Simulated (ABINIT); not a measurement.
**BN (Qingsongite): G0W0 in ABINIT against the bands in the screening**

Wanted: the cheapest bands in the screening that holds the gap of BN (Qingsongite).

Main program and level: ABINIT 10.8.3; LDA and many-body steps on it, plane waves.

### 1. Starting point

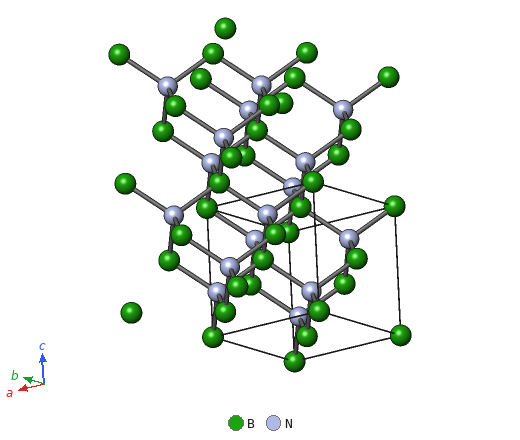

The cell as given, from a free direction (boron green, nitrogen light blue). 1×2×2 cells are drawn. This picture shows the conventional cell, with its axes. Bonds to atoms that aren't drawn are left out. Some periodic images of atoms are drawn too.

Structure file:

```cif
data_structure
_symmetry_space_group_name_H-M 'F-43m'
_symmetry_Int_Tables_number 216
_cell_length_a 3.6150
_cell_length_b 3.6150
_cell_length_c 3.6150
_cell_angle_alpha 90.000
_cell_angle_beta 90.000
_cell_angle_gamma 90.000
_cell_volume 47.24
loop_
_atom_site_label
_atom_site_type_symbol
_atom_site_symmetry_multiplicity
_atom_site_Wyckoff_symbol
_atom_site_fract_x
_atom_site_fract_y
_atom_site_fract_z
_atom_site_occupancy
B1 B 4 a 0.00000 0.00000 0.00000 1
N1 N 4 d 0.25000 0.25000 0.75000 1
```

The cell and positions come from the Crystallography Open Database and are kept as given unless a step says otherwise.

### 2. Screening, 6×6×6 mesh, 12 bands, screening to 130.6 eV

This step: ABINIT 10.8.3; RPA screening on LDA, plane waves, norm-conserving pseudopotentials.

The RPA dielectric matrix is built and inverted for each q.

File run.abi:

```
acell 3*1.0 Angstrom
rprim 
  -0.000000000000 1.807500000000 1.807500000000
  1.807500000000 0.000000000000 1.807500000000
  1.807500000000 1.807500000000 -0.000000000000
ntypat 2
znucl 5 7
natom 2
typat 1 2
xred 
  0.000000000000 0.000000000000 0.000000000000
  0.250000000000 0.250000000000 0.250000000000
pp_dirpath "pseudos"
pseudos "B.upf, N.upf"
ecut 36
ngkpt 6 6 6
nshiftk 1
shiftk 0 0 0
kptopt 1
chksymbreak 0
istwfk *1
occopt 1
irdwfk 1
optdriver 3
nband 12
ecuteps 4.8
inclvkb 2
awtr 1
symchi 1
indata_prefix "in"
outdata_prefix "out"
tmpdata_prefix "tmp"
```

Command:

```sh
$ OMP_NUM_THREADS=1 mpirun -n 4 abinit run.abi > log
```

The program printed:

```text
.Version 10.8.3 of ABINIT. v10.8.2 released Aug 2026.

 Symmetries : space group F-4 3 m (#216); Bravais cF (face-center cubic)
[... echo of the input left out ...]
== DATASET  1 ==================================================================
-   mpi_nproc: 4, omp_nthreads: 1 (-1 if OMP is not activated)

--- !DatasetInfo
iteration_state: {dtset: 1, }
dimensions: {natom: 2, nkpt: 16, mband: 12, nsppol: 1, nspinor: 1, nspden: 1, mpw: 869, }
cutoff_energies: {ecut:  36.0, pawecutdg:  -1.0, }
electrons: {nelect:   8.00000000E+00, charge:   0.00000000E+00, occopt:   1.00000000E+00, tsmear:   1.00000000E-02, }

 SCREENING: Calculation of the susceptibility and dielectric matrices

 Based on a program developped by R.W. Godby, V. Olevano, G. Onida, and L. Reining.
 Incorporated in ABINIT by V. Olevano, G.-M. Rignanese, and M. Torrent.
.Using double precision arithmetic ; gwpc =  8

[... cell and pseudopotentials left out ...]
--------------------------------------------------------------------------------

 ==== K-mesh for the wavefunctions ====
 Number of points in the irreducible wedge :    16
[... list of points left out ...]
 Together with 24 symmetry operations and time-reversal symmetry
 yields   216 points in the full Brillouin Zone.

 ==== Q-mesh for the screening function ====
 Number of points in the irreducible wedge :    16
[... list of points left out ...]
 Together with 24 symmetry operations and time-reversal symmetry
 yields   216 points in the full Brillouin Zone.

 setmesh: FFT mesh size selected  =    18x   18x   18
          total number of points  =         5832

 vcoul_init : cutoff-mode = AUXILIARY_FUNCTION
 q-points for optical limit:   1
     1)      0.000010    0.000020    0.000030

- screening: taking advantage of time-reversal symmetry
- Maximum band index for partially occupied states nbvw = 4
- Remaining bands to be divided among processors   nbcw = 8
- Number of bands treated by each node ~2

 Number of electrons calculated from density =    8.0000; Expected =    8.0000
 average of density, n =  0.100376
 r_s =    1.3348
 omega_plasma =   30.5612 [eV]

 calculating chi0 at frequencies [eV] :
  1    0.000000E+00    0.000000E+00
  2    0.000000E+00    3.056116E+01

--------------------------------------------------------------------------------
  q-point number  1        q = ( 0.000000, 0.000000, 0.000000) [r.l.u.]
--------------------------------------------------------------------------------
[... chi0 elements left out ...]
 For q-point:  0.000010 0.000020 0.000030
  dielectric constant =   4.4476
  dielectric constant without local fields =   4.7439

  Average fulfillment of the sum rule on Im[epsilon] for q-point    1 :     19.08  [%]
[... wings left out ...]
  q-point number  2        q = ( 0.166667, 0.000000, 0.000000) [r.l.u.]
--------------------------------------------------------------------------------
[... chi0 elements left out ...]
  Average fulfillment of the sum rule on Im[epsilon] for q-point    2 :     71.82  [%]

 [... 14 further q-points ...]
```

It took 2.6 s on 4 MPI ranks of Arm Neoverse V2, shared host; peak memory 0.08 GiB.

This step gave:

| Item | Value |
| --- | --- |
| ε∞ with local fields, on this mesh, along the program's q direction | 4.448 |
| the same without local fields | 4.744 |
| plasma frequency | 30.56 eV |
| plane waves in the screening matrix | 51 |

Local fields lower ε∞ by 6 %. On a Γ-centred mesh this coarse the value itself is usually too large, while a short band sum pulls it down.

### 3. 12 bands

The self-energy is evaluated for the states that the input lists, and the levels follow from it, in one-shot runs by the linearised quasiparticle equation.

This step: G0W0 on LDA, plane waves, norm-conserving pseudopotentials.

Changes to run.abi since step 2:

```diff
@@ -23,8 +23,17 @@
 irdwfk 1
-optdriver 3
-nband 12
+optdriver 4
+nband 23
+gwcalctyp 0
+ecutsigx 36
+symsigma 1
+nkptgw 2
+kptgw 
+  0.0000000000 0.0000000000 0.0000000000
+  0.5000000000 0.5000000000 0.0000000000
+bdgw 
+  2 7
+  3 6
 ecuteps 4.8
-inclvkb 2
-awtr 1
-symchi 1
+irdscr 1
+ppmodel 1
 indata_prefix "in"
```

The program printed:

```text
.Version 10.8.3 of ABINIT. v10.8.2 released Aug 2026.

 Symmetries : space group F-4 3 m (#216); Bravais cF (face-center cubic)
[... echo of the input left out ...]
== DATASET  1 ==================================================================
-   mpi_nproc: 4, omp_nthreads: 1 (-1 if OMP is not activated)

--- !DatasetInfo
iteration_state: {dtset: 1, }
dimensions: {natom: 2, nkpt: 16, mband: 23, nsppol: 1, nspinor: 1, nspden: 1, mpw: 869, }
cutoff_energies: {ecut:  36.0, pawecutdg:  -1.0, }
electrons: {nelect:   8.00000000E+00, charge:   0.00000000E+00, occopt:   1.00000000E+00, tsmear:   1.00000000E-02, }

 SIGMA: Calculation of the GW corrections

 Based on a program developped by R.W. Godby, V. Olevano, G. Onida, and L. Reining.
 Incorporated in ABINIT by V. Olevano, G.-M. Rignanese, and M. Torrent.
.Using double precision arithmetic ; gwpc =  8

[... cell and pseudopotentials left out ...]
--------------------------------------------------------------------------------

 ==== K-mesh for the wavefunctions ====
 Number of points in the irreducible wedge :    16
[... list of points left out ...]
 Together with 24 symmetry operations and time-reversal symmetry
 yields   216 points in the full Brillouin Zone.

 ==== Q-mesh for screening function ====
 Number of points in the irreducible wedge :    16
[... list of points left out ...]
 Together with 24 symmetry operations and time-reversal symmetry
 yields   216 points in the full Brillouin Zone.

 vcoul_init : cutoff-mode = AUXILIARY_FUNCTION
 q-points for optical limit:   1
     1)      0.000010    0.000020    0.000030
 setmesh: FFT mesh size selected  =    25x   25x   25
          total number of points  =        15625

 Number of electrons calculated from density =    8.0000; Expected =    8.0000
 average of density, n =  0.100376
 r_s =    1.3348
 omega_plasma =   30.5612 [eV]

 === KS Band Gaps ===
  >>>> For spin  1
   Minimum direct gap =   8.7475 [eV], located at k-point      :   0.0000  0.0000  0.0000
   Fundamental gap    =   4.4200 [eV], Top of valence bands at :   0.0000  0.0000  0.0000
                                       Bottom of conduction at :   0.5000  0.5000  0.0000
 SIGMA fundamental parameters:
 PLASMON POLE MODEL  1
 number of plane-waves for SigmaX                  869
 number of plane-waves for SigmaC and W             51
 number of plane-waves for wavefunctions           869
 number of bands                                    23
 number of independent spin polarizations            1
 number of spinorial components                      1
 number of k-points in IBZ                          16
 number of q-points in IBZ                          16
 number of symmetry operations                      24
 number of k-points in BZ                          216
 number of q-points in BZ                          216
 number of frequencies for dSigma/dE                 9
 frequency step for dSigma/dE [eV]                0.25
 number of omega for Sigma on real axis              0
 max omega for Sigma on real axis  [eV]           0.00
 zcut for avoiding poles [eV]                     0.10

 EPSILON^-1 parameters (SCR file):
 dimension of the eps^-1 matrix on file             51
 dimension of the eps^-1 matrix used                51
 number of plane-waves for wavefunctions           869
 number of bands                                    12
 number of q-points in IBZ                          16
 number of frequencies                               2
 number of real frequencies                          1
 number of imag frequencies                          1

 matrix elements of self-energy operator (all in [eV])

 Perturbative Calculation

--- !SelfEnergy_ee
iteration_state: {dtset: 1, }
kpoint     : [   0.000,    0.000,    0.000, ]
spin       : 1
KS_gap     :    8.748
QP_gap     :   10.997
Delta_QP_KS:    2.249
data: !SigmaeeData |
     Band     E0 <VxcDFT>   SigX SigC(E0)      Z dSigC/dE  Sig(E)    E-E0       E
        2   8.006 -18.334 -22.055   3.242   0.829  -0.206 -18.731  -0.397   7.608
        3   8.006 -18.334 -22.055   3.242   0.829  -0.206 -18.731  -0.397   7.608
        4   8.006 -18.334 -22.055   3.242   0.829  -0.206 -18.731  -0.397   7.608
        5  16.753 -13.840  -7.141  -4.506   0.844  -0.185 -11.989   1.852  18.605
        6  16.753 -13.840  -7.141  -4.506   0.844  -0.185 -11.989   1.852  18.605
        7  16.753 -13.840  -7.141  -4.506   0.844  -0.185 -11.989   1.852  18.605

--- !SelfEnergy_ee
iteration_state: {dtset: 1, }
kpoint     : [   0.500,    0.500,    0.000, ]
spin       : 1
KS_gap     :    9.351
QP_gap     :   11.563
Delta_QP_KS:    2.212
data: !SigmaeeData |
     Band     E0 <VxcDFT>   SigX SigC(E0)      Z dSigC/dE  Sig(E)    E-E0       E
        3   3.075 -16.416 -21.623   4.152   0.816  -0.225 -17.277  -0.861   2.214
        4   3.075 -16.416 -21.623   4.152   0.816  -0.225 -17.277  -0.861   2.214
        5  12.426 -12.866  -7.423  -3.865   0.856  -0.168 -11.515   1.351  13.777
        6  17.261 -12.887  -6.730  -4.363   0.853  -0.172 -11.357   1.530  18.791

== END DATASET(S) ==============================================================
================================================================================

 -outvars: echo values of variables after computation  --------
           etotal      0.0000000000E+00
            nband          23
             nkpt          16
          spgroup         216
 [... the other variables as echoed above ...]

 Calculation completed.
```

Run time: 1.8 s. Hardware: 4 MPI ranks; peak memory 0.09 GiB.

Numbers from this step:

```
G0W0 gap on the points computed              : 6.169 eV
starting gap on the mesh                     : 4.420 eV
k of the valence top                         : 0, 0, 0
k of the conduction bottom                   : 0.5, 0.5, 0
Z at the valence top                         : 0.829
Z at the conduction bottom                   : 0.856
least direct G0W0 gap on the computed points : 11.00 eV
```

The gap on the mesh goes from 4.42 eV to 6.17 eV, a correction of +1.75 eV.

### 4. Screening, 6×6×6 mesh, 23 bands, screening to 130.6 eV

This step: RPA screening on LDA, plane waves, norm-conserving pseudopotentials.

Changes to run.abi since step 3:

```diff
@@ -23,17 +23,8 @@
 irdwfk 1
-optdriver 4
+optdriver 3
 nband 23
-gwcalctyp 0
-ecutsigx 36
-symsigma 1
-nkptgw 2
-kptgw 
-  0.0000000000 0.0000000000 0.0000000000
-  0.5000000000 0.5000000000 0.0000000000
-bdgw 
-  2 7
-  3 6
 ecuteps 4.8
-irdscr 1
-ppmodel 1
+inclvkb 2
+awtr 1
+symchi 1
 indata_prefix "in"
```

The program printed:

```text
.Version 10.8.3 of ABINIT. v10.8.2 released Aug 2026.

 Symmetries : space group F-4 3 m (#216); Bravais cF (face-center cubic)
[... echo of the input left out ...]
== DATASET  1 ==================================================================
-   mpi_nproc: 4, omp_nthreads: 1 (-1 if OMP is not activated)

--- !DatasetInfo
iteration_state: {dtset: 1, }
dimensions: {natom: 2, nkpt: 16, mband: 23, nsppol: 1, nspinor: 1, nspden: 1, mpw: 869, }
cutoff_energies: {ecut:  36.0, pawecutdg:  -1.0, }
electrons: {nelect:   8.00000000E+00, charge:   0.00000000E+00, occopt:   1.00000000E+00, tsmear:   1.00000000E-02, }

 SCREENING: Calculation of the susceptibility and dielectric matrices

 Based on a program developped by R.W. Godby, V. Olevano, G. Onida, and L. Reining.
 Incorporated in ABINIT by V. Olevano, G.-M. Rignanese, and M. Torrent.
.Using double precision arithmetic ; gwpc =  8

[... cell and pseudopotentials left out ...]
--------------------------------------------------------------------------------

 ==== K-mesh for the wavefunctions ====
 Number of points in the irreducible wedge :    16
[... list of points left out ...]
 Together with 24 symmetry operations and time-reversal symmetry
 yields   216 points in the full Brillouin Zone.

 ==== Q-mesh for the screening function ====
 Number of points in the irreducible wedge :    16
[... list of points left out ...]
 Together with 24 symmetry operations and time-reversal symmetry
 yields   216 points in the full Brillouin Zone.

 setmesh: FFT mesh size selected  =    18x   18x   18
          total number of points  =         5832

 vcoul_init : cutoff-mode = AUXILIARY_FUNCTION
 q-points for optical limit:   1
     1)      0.000010    0.000020    0.000030

- screening: taking advantage of time-reversal symmetry
- Maximum band index for partially occupied states nbvw = 4
- Remaining bands to be divided among processors   nbcw = 19
- Number of bands treated by each node ~4

 Number of electrons calculated from density =    8.0000; Expected =    8.0000
 average of density, n =  0.100376
 r_s =    1.3348
 omega_plasma =   30.5612 [eV]

 calculating chi0 at frequencies [eV] :
  1    0.000000E+00    0.000000E+00
  2    0.000000E+00    3.056116E+01

--------------------------------------------------------------------------------
  q-point number  1        q = ( 0.000000, 0.000000, 0.000000) [r.l.u.]
--------------------------------------------------------------------------------
[... chi0 elements left out ...]
 For q-point:  0.000010 0.000020 0.000030
  dielectric constant =   4.4652
  dielectric constant without local fields =   4.7826

  Average fulfillment of the sum rule on Im[epsilon] for q-point    1 :     50.75  [%]
[... wings left out ...]
  q-point number  2        q = ( 0.166667, 0.000000, 0.000000) [r.l.u.]
--------------------------------------------------------------------------------
[... chi0 elements left out ...]
  Average fulfillment of the sum rule on Im[epsilon] for q-point    2 :     85.20  [%]

 [... 14 further q-points ...]
```

Wall time 4 s (4 MPI ranks); peak memory 0.31 GiB.

Numbers from this step:

```
ε∞ with local fields, on this mesh, along the program's q direction : 4.465
the same without local fields                                       : 4.783
plasma frequency                                                    : 30.56 eV
plane waves in the screening matrix                                 : 51
```

[end of part 1 of 2]

[Paths, hosts, dates, memory and timing lines, banners, echoed tables and standing remarks are left out of the program output.]

[Logs are printed without paths, hosts, clocks, repeated set-up lines and the standing remarks that a program may print on its own settings, such as how far it seeks lower states.]

[Runs of the session that timed out or met a known fault of the program may be left out.]

[Hosts, paths, dates, database ids (printed as entryN), source tags and the programs' standing remarks are cut or masked in the printed files.]

[G0W0 gaps are taken among the corrected bands and points alone; a level outside them can change the order at an edge.]

[Where Ansatz stands beside ABINIT at settings called matched, ABINIT's density can come from a denser mesh and the files from another edition; pairs whose starting gaps differed by over 0.03 eV were left out, so agreement reads better than it is.]
